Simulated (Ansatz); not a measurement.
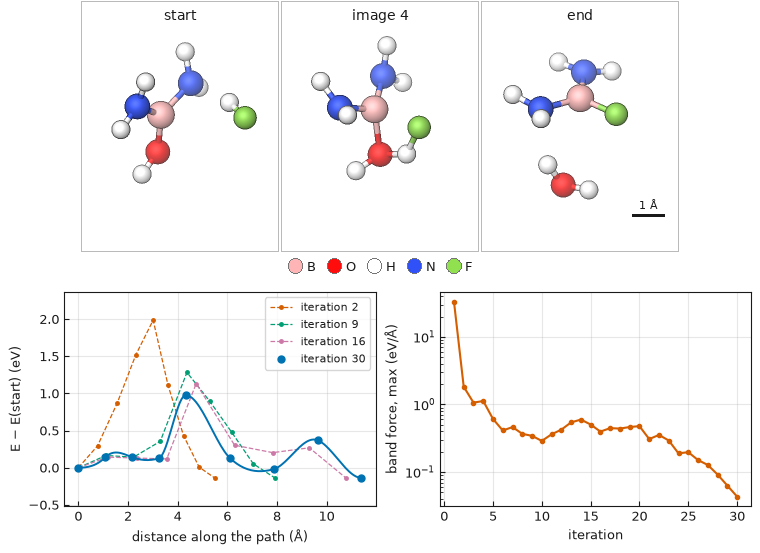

A search for the minimum-energy path of BN$_{2}$H$_{6}$OF by the nudged elastic band. Images are numbered from 0 (start) to 8 (end). The plot follows the band through its iterations. A ball-and-stick model, seen from a free direction.

Level of theory: RKS PBE/def2-SVP (Ansatz). Set-up: 7 movable images; climbing image; force threshold 0.05 eV/Å; iteration limit 60; starting path through a guess of the saddle point.

Question: Did the band converge, and can the barrier be trusted?

Answer: The run is converged, with reservations. The band converged in 30 iterations. The largest component of the band force went from 33 to 0.043 eV/Å. The climbing image converged on the top of the path. Its vibrational analysis gives one imaginary mode (680i cm⁻¹), as a transition state must have. The first iteration put the highest image at 5.74 eV. Forward barrier 0.98 eV, backward barrier 1.11 eV, with image 4 at the top; the reaction energy is −0.14 eV. The profile has 3 maxima (images 2, 4, 7) with a dip at image 6 (−0.02 eV), so the process runs in steps.

Cost: 2.8 min on 2 threads of Intel(R) Xeon(R) 6975P-C (Granite Rapids), with other jobs on the host, peak memory 0.16 GiB.
